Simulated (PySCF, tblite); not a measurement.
**C5H8N2Si+ (doublet): geometry, infrared bands and EPR parameters**

What infrared bands and EPR parameters should C5H8N2Si+ (doublet) (`[SiH3]C[C+]1[CH]N=CN=C1`) show?

The runs use tblite 0.8.0 and PySCF 2.14.0, with density-fitted response routines of our own; the level of theory stands in each step. All values are computed, except where a source is named. Atoms are numbered from 0 throughout.

## (1) Starting geometry

16 atoms, charge 1, multiplicity 2; geometry from: force field or distance geometry start.

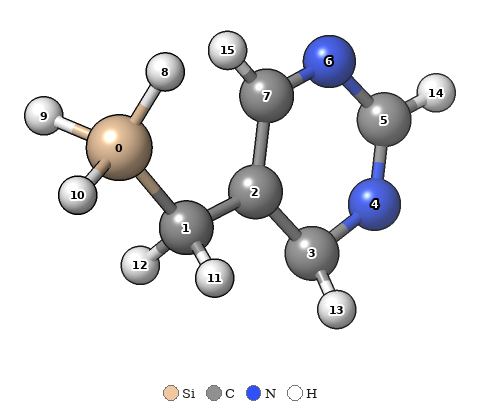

The starting geometry (silicon light orange, carbon grey, nitrogen blue, hydrogen white), atoms numbered.

## (2) Geometry optimisation with GFN2-xTB

Job settings and geometry (Å):

```
{"job": {"kind": "relax", "xc": "GFN2-xTB", "basis": "xTB"}, "charge": 1, "multiplicity": 2}
Si     2.286700     0.555000    -0.596200
C      1.110600    -0.794100    -0.191600
C     -0.252700    -0.397700     0.139800
C     -1.248800    -1.444100     0.470700
N     -2.501000    -0.833900     0.754500
C     -2.776300     0.427900     0.706400
N     -1.802700     1.421000     0.372900
C     -0.577000     1.030600     0.101800
H      1.761500     1.654000    -1.374000
H      2.916700     1.104500     0.633500
H      3.408300    -0.047100    -1.355000
H      1.097100    -1.562600    -1.001100
H      1.508300    -1.328300     0.728400
H     -1.250200    -2.299400    -0.215900
H     -3.798500     0.724600     0.948800
H      0.110300     1.798700    -0.134400
```

The run is started by

```bash
OMP_NUM_THREADS=1 python probes_run.py task.json out
```

The driver reads the jobs from task.json and runs them one after another.

What it wrote:

```text
step      E/eV     max force
  0    -593.30278    6.182
  1    -594.27385    2.963
  2    -594.65431    1.996
  3    -594.85226    1.016
  4    -594.98251    0.775
  5    -595.03455    0.610
  6    -595.08491    0.586
  7    -595.12792    0.616
  8    -595.16174    0.591
  9    -595.18156    0.327
 10    -595.19301    0.219
 11    -595.20111    0.214
 12    -595.20724    0.189
 13    -595.21063    0.117
 14    -595.21278    0.105
 15    -595.21506    0.111
 16    -595.21813    0.170
 17    -595.22161    0.184
 18    -595.22493    0.137
 19    -595.22789    0.126
 20    -595.23059    0.130
 21    -595.23282    0.108
 22    -595.23445    0.129
 23    -595.23585    0.116
 24    -595.23743    0.104
 25    -595.23942    0.101
 26    -595.24176    0.117
 27    -595.24418    0.126
 28    -595.24629    0.111
 29    -595.24785    0.085
 30    -595.24897    0.075
 31    -595.24992    0.069
 32    -595.25085    0.085
 33    -595.25176    0.085
 34    -595.25253    0.055
 35    -595.25320    0.064
 36    -595.25391    0.069
 37    -595.25466    0.082
 38    -595.25530    0.056
 39    -595.25584    0.053
 40    -595.25644    0.064
 41    -595.25724    0.096
 42    -595.25807    0.085
 43    -595.25867    0.050
 44    -595.25905    0.045
 45    -595.25942    0.062
 46    -595.25994    0.083
 47    -595.26056    0.069
 48    -595.26113    0.046
 49    -595.26159    0.046
 50    -595.26207    0.068
 51    -595.26259    0.074
 52    -595.26308    0.055
 53    -595.26352    0.057
 54    -595.26401    0.063
 55    -595.26464    0.087
 56    -595.26531    0.078
 57    -595.26579    0.049
 58    -595.26604    0.037
 59    -595.26622    0.044
 60    -595.26636    0.041
 61    -595.26645    0.022
 62    -595.26651    0.021
 63    -595.26656    0.025
 64    -595.26663    0.033
 65    -595.26673    0.030
 66    -595.26682    0.025
 67    -595.26690    0.031
 68    -595.26699    0.034
 69    -595.26711    0.037
 70    -595.26724    0.030
 71    -595.26739    0.027
 72    -595.26756    0.035
 73    -595.26775    0.037
 74    -595.26794    0.037
 75    -595.26807    0.026
 76    -595.26817    0.028
 77    -595.26828    0.033
 78    -595.26840    0.030
 79    -595.26851    0.029
 80    -595.26859    0.020
 81    -595.26864    0.015
 82    -595.26869    0.015
 83    -595.26872    0.013
 84    -595.26875    0.011
 85    -595.26877    0.011
 86    -595.26879    0.011
 87    -595.26881    0.011
 88    -595.26883    0.012
 89    -595.26886    0.013
 90    -595.26889    0.016
 91    -595.26894    0.018
 92    -595.26902    0.023
 93    -595.26910    0.022
 94    -595.26919    0.023
 95    -595.26929    0.024
 96    -595.26945    0.033
 97    -595.26972    0.046
 98    -595.27014    0.052
 99    -595.27070    0.069
100    -595.27136    0.069
101    -595.27209    0.099
102    -595.27262    0.135
103    -595.27392    0.172
104    -595.27514    0.089
105    -595.27625    0.078
106    -595.27844    0.268
107    -595.28109    0.128
108    -595.28388    0.154
109    -595.28859    0.243
110    -595.29280    0.117
111    -595.29475    0.185
112    -595.29672    0.119
113    -595.29800    0.129
114    -595.29949    0.111
115    -595.30095    0.110
116    -595.30296    0.117
117    -595.30446    0.111
118    -595.30589    0.105
119    -595.30710    0.087
120    -595.30808    0.099
121    -595.30914    0.046
122    -595.30974    0.049
123    -595.30996    0.042
124    -595.31022    0.050
125    -595.31061    0.049
126    -595.31107    0.057
127    -595.31154    0.061
128    -595.31206    0.065
129    -595.31250    0.050
130    -595.31286    0.051
131    -595.31309    0.064
132    -595.31330    0.044
133    -595.31350    0.033
134    -595.31369    0.032
135    -595.31384    0.039
136    -595.31394    0.026
137    -595.31400    0.021
138    -595.31406    0.022
139    -595.31410    0.015
140    -595.31413    0.011
141    -595.31415    0.012
142    -595.31416    0.008
```

Wall time 1.1 s (1 thread of Arm Neoverse V1, shared host).

Step by step: (not every step is listed)

```csv
step,energy from step 0 (eV),largest force (eV/Å)
0,0.0000,6.1821
1,-0.9711,2.9629
2,-1.3515,1.9964
3,-1.5495,1.0161
4,-1.6797,0.7746
5,-1.7318,0.6102
6,-1.7821,0.5855
7,-1.8251,0.6164
8,-1.8590,0.5912
20,-1.9278,0.1298
32,-1.9481,0.0855
44,-1.9563,0.0447
56,-1.9625,0.0776
68,-1.9642,0.0343
80,-1.9658,0.0195
92,-1.9662,0.0233
104,-1.9724,0.0893
116,-2.0002,0.1169
128,-2.0093,0.0645
137,-2.0112,0.0206
138,-2.0113,0.0217
139,-2.0113,0.0153
140,-2.0113,0.0114
141,-2.0114,0.0122
142,-2.0114,0.0081
```

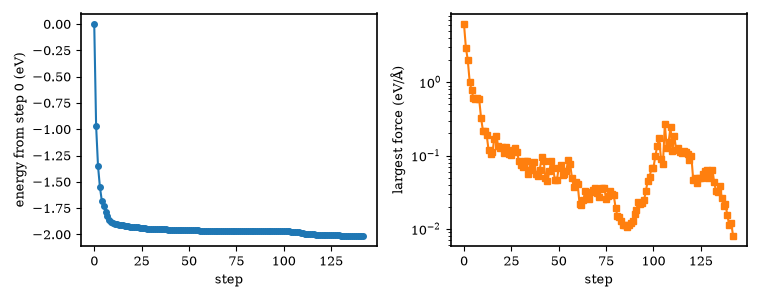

Energy and force, step by step.

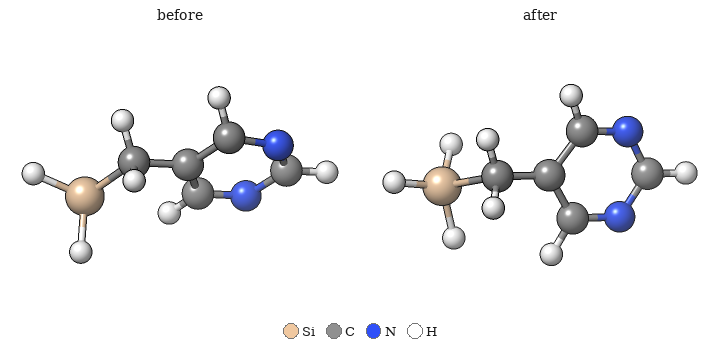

The geometry before (left) and after (right).

Distances of close pairs at the start and the end, largest changes first:

```csv
bond,before (Å),after (Å),change (Å)
Si0–C1,1.835,1.996,+0.161
C3–N4,1.422,1.299,-0.123
C5–N6,1.430,1.316,-0.114
C2–C3,1.482,1.413,-0.069
C2–C7,1.465,1.412,-0.054
C1–H12,1.136,1.088,-0.048
C1–H11,1.116,1.086,-0.030
Si0–H10,1.482,1.455,-0.027
```

The final coordinates are the input of the step that follows.

## (3) Infrared spectrum with GFN2-xTB

Job settings and geometry (Å):

```
{"job": {"kind": "ir", "xc": "GFN2-xTB", "basis": "xTB"}, "charge": 1, "multiplicity": 2}
Si     2.254342     0.486109    -1.040361
C      1.212608    -0.786505     0.090256
C     -0.156617    -0.356965     0.271213
C     -1.282406    -1.043076    -0.238245
N     -2.492530    -0.595916    -0.086919
C     -2.768308     0.483575     0.607367
N     -1.773772     1.161767     1.139475
C     -0.535097     0.812132     0.965970
H      1.474769     0.605322    -2.268639
H      2.248157     1.715429    -0.244944
H      3.544708    -0.171922    -1.174911
H      1.276505    -1.735514    -0.434261
H      1.736293    -0.862339     1.040703
H     -1.175569    -1.999012    -0.735437
H     -3.787833     0.809246     0.738640
H      0.217152     1.486613     1.358682
```

What it wrote:

```text
mode    cm-1     km/mol
  1      51.5      0.14
  2      90.3      0.03
  3     118.7      0.43
  4     200.2      1.04
  5     324.0      2.56
  6     413.5     16.19
  7     435.2     20.34
  8     471.8     14.26
  9     484.5     15.87
 10     550.9    181.72
 11     580.4    156.49
 12     606.5     63.39
 13     653.5     37.59
 14     707.2     83.93
 15     738.9    139.73
 16     749.3    119.73
 17     763.7    389.85
 18     806.7     29.27
 19     822.9     92.81
 20     861.6      2.27
 21     876.3      0.35
 22     970.3     30.78
 23    1044.4      4.30
 24    1104.6    319.24
 25    1121.2     17.96
 26    1134.0      3.08
 27    1181.2      5.63
 28    1240.2     25.58
 29    1256.9     72.62
 30    1395.7     28.25
 31    1408.6     18.01
 32    1429.5     52.45
 33    1433.6     80.78
 34    1570.2     38.95
 35    2270.4    134.05
 36    2322.2    169.21
 37    2361.4    123.31
 38    3010.9      3.15
 39    3029.9      8.43
 40    3031.2     20.28
 41    3047.5     24.33
 42    3106.0     38.12
```

Run time: 0.62 s. Hardware: 1 thread of Arm Neoverse V1, shared host.

The strongest bands and the atoms that carry them (share of the mass-weighted mode):

```csv
cm⁻¹,km/mol,atoms
551,181.7,"C1 20 %, C5 16 %, C2 14 %"
580,156.5,"C1 42 %, Si0 15 %, N6 12 %"
739,139.7,"H8 50 %, H9 38 %"
764,389.9,"H9 35 %, H8 30 %, H10 27 %"
1105,319.2,"H11 44 %, H12 29 %, C1 18 %"
2270,134.1,H9 96 %
2322,169.2,H8 95 %
2361,123.3,H10 94 %
```

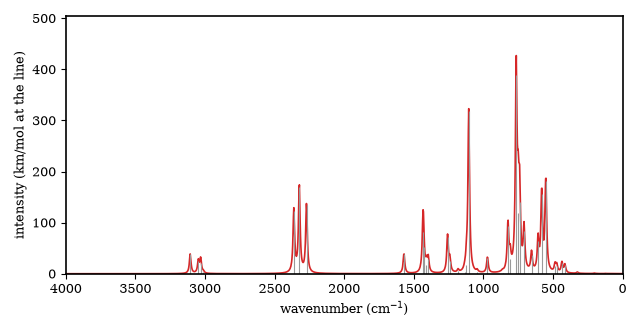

The infrared spectrum from these modes, unscaled. Lines are broadened to a width of 14 cm⁻¹ (Lorentzian).

## (4) EPR parameters: B3LYP/pcH-1

Same as in step 3 but for these lines:

```diff
@@ -1,2 +1,2 @@
-{"job": {"kind": "ir", "xc": "GFN2-xTB", "basis": "xTB"}, "charge": 1, "multiplicity": 2}
+{"job": {"kind": "epr", "basis": "pcH-1"}, "charge": 1, "multiplicity": 2}
 Si     2.254342     0.486109    -1.040361
```

With the program's defaults for keys left out, this is: UKS B3LYP, pcH-1 on C H N Si, non-relativistic, mean-field spin-orbit, GIAO.

What it wrote:

```text
UKS, coarse grid
  cycle   1  E = -593.99760715  |g| = 2.74e-01
  cycle   2  E = -593.98362188  |g| = 3.36e-01
  cycle   3  E = -594.02859907  |g| = 7.82e-02
  cycle   4  E = -594.02941138  |g| = 6.87e-02
  cycle   5  E = -594.03168691  |g| = 1.46e-02
  cycle   6  E = -594.03187119  |g| = 1.50e-02
  cycle   7  E = -594.03198611  |g| = 1.32e-02
  cycle   8  E = -594.03214346  |g| = 6.35e-03
  cycle   9  E = -594.03222559  |g| = 2.69e-03
  cycle  10  E = -594.03224704  |g| = 1.23e-03
  cycle  11  E = -594.03225220  |g| = 6.62e-04
UKS, final grid
  cycle   1  E = -594.03228829  |g| = 1.07e-03
  cycle   2  E = -594.03228559  |g| = 2.74e-03
  cycle   3  E = -594.03228909  |g| = 4.61e-04
  cycle   4  E = -594.03228922  |g| = 2.74e-04
  cycle   5  E = -594.03228931  |g| = 2.55e-04
  cycle   6  E = -594.03228946  |g| = 5.88e-05
  cycle   7  E = -594.03228947  |g| = 3.71e-05
  cycle   8  E = -594.03228947  |g| = 2.01e-05
E = -594.03228947 Eh   <S^2> = 0.7562 (exact 0.7500)
g shifts (ppm)      1          2          3
  rmc          -230       -230       -230
  gc             49         -2        -46
  oz_so         216        522       3954
  total          35        290       3678
hyperfine (MHz)  atom isotope    a_iso     a_fc   dipolar eigenvalues
    0  29Si      -3.66      -3.64    -10.39      5.10      5.29
    1   13C      -0.60      -0.61     -4.91     -4.07      8.98
    2   13C      -2.94      -2.93    -12.02    -10.85     22.88
    3   13C     -20.49     -20.50    -10.99     -2.63     13.62
    4   14N      44.64      44.64    -21.92    -17.93     39.85
    5   13C     -38.35     -38.30    -16.12     -6.30     22.41
    6   14N      41.13      41.13    -20.50    -16.68     37.18
    7   13C     -17.08     -17.09    -10.34     -1.73     12.06
    8    1H      -0.47      -0.48     -1.12     -0.39      1.50
    9    1H       9.21       9.21     -1.39      0.07      1.33
   10    1H       6.33       6.33     -1.03     -0.36      1.38
   11    1H      30.69      30.69     -2.54     -1.28      3.81
   12    1H       0.67       0.66     -1.66     -1.31      2.97
   13    1H      84.26      84.27     -6.32     -2.75      9.07
   14    1H      -8.07      -8.06     -6.78      0.75      6.03
   15    1H      90.64      90.65     -6.14     -2.67      8.81
```

It took 2.1 min on 1 thread of Arm Neoverse V1, shared host; peak memory 0.97 GiB.

Principal g values 2.00235, 2.00261, 2.00600; g(iso) = 2.00365, against 2.00232 for a free electron.

Mean a(iso) over the nuclei that a row names, and the largest dipolar term of the row (other rows stand at the frozen geometry):

```csv
nuclei,isotope,a(iso) (MHz),"a(iso) (G, at g = 2.0023)",largest dipolar term (MHz)
"H13, H15",1H,87.5,31.2,9.1
"N4, N6",14N,42.9,15.3,39.8
C5,13C,-38.4,-13.7,22.4
"C3, C7",13C,-18.8,-6.7,13.6
"H11, H12",1H,15.7,5.6,3.8
H14,1H,-8.1,-2.9,-6.8
"H8, H9, H10",1H,5.0,1.8,1.5
Si0,29Si,-3.7,-1.3,-10.4
C2,13C,-2.9,-1.0,22.9
C1,13C,-0.6,-0.2,9.0
```

Mulliken spin populations:

Si0 0.03; C1 0.05; C2 0.09; C3 -0.01; N4 0.41; C5 0.00; N6 0.38; C7 -0.02; H8 0.00; H9 0.00; H10 0.00; H11 0.01; H12 0.00; H13 0.03; H14 0.00; H15 0.03

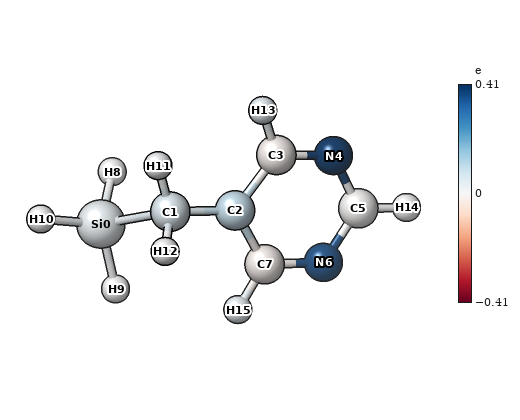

Mulliken spin populations, as colours on the atoms.

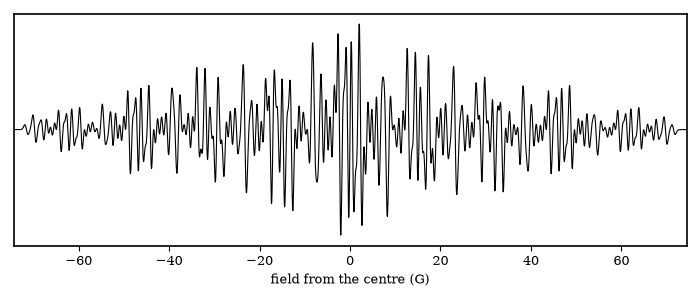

First-order isotropic spectrum (first derivative, main isotopes with spin only, couplings over 0.8 MHz, Gaussian width 0.4 G; couplings of the frozen geometry, rotation of groups not averaged beyond the rows shown).

Orbitals, density, ELF and potential are computed afterwards from the orbital file.

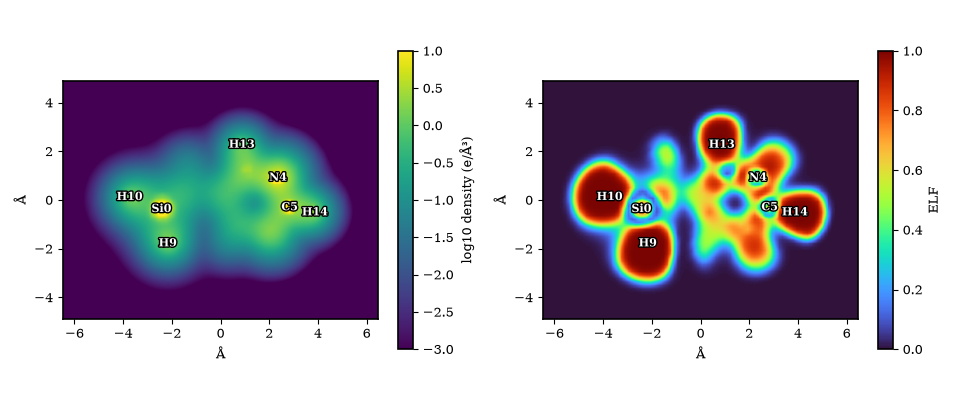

Density (left) and ELF (right) in a plane through or near 7 of the atoms.

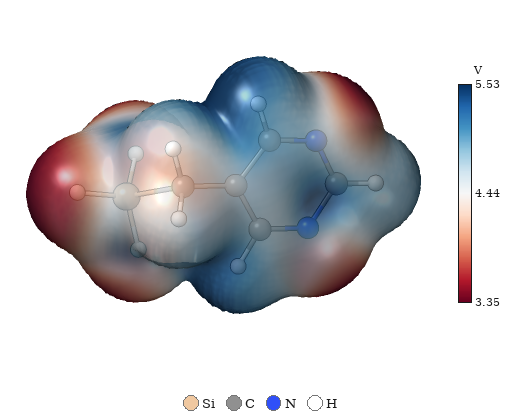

Electrostatic potential on the surface of density 0.002 e/bohr³; red is low, blue high. It runs from 3.35 V near N6 to 5.53 V near H13.

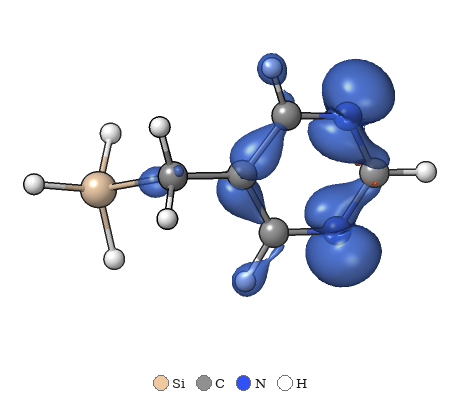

Spin density at ±0.04 e/Å³ (alpha excess blue, beta excess red).

## (5) What came out

| quantity | value |
| --- | --- |
| strongest single infrared mode (GFN2-xTB) | 764 cm⁻¹, 390 km/mol |
| zero-point energy (GFN2-xTB) | 71.2 kcal/mol |
| g(iso) (B3LYP) | 2.00365 |
| ⟨S²⟩ | 0.756 (exact 0.75) |
| largest a(iso) (averaged by class) | 1H on H13, H15, 87.5 MHz |

**Reading.** Relaxing lowered the energy by 2.011 eV in 142 steps; the close pair that moved most is Si0–C1, from 1.835 to 1.996 Å. No mode is imaginary among the 42: a minimum at this level. The strongest single mode, at 764 cm⁻¹, has its largest shares on H9, H8 and H10 (the list is cut at 3 atoms). GFN2-xTB is a fitted tight-binding method: band positions and strengths are rough. Its intensities can rank the bands wrongly. The largest spin populations lie on N4 (0.41 e), N6 (0.38 e). The isotropic g lies 1.3 ppt above the free-electron value. The conformer search found further structures of the same energy, which may be mirror or relabelled copies of this one.
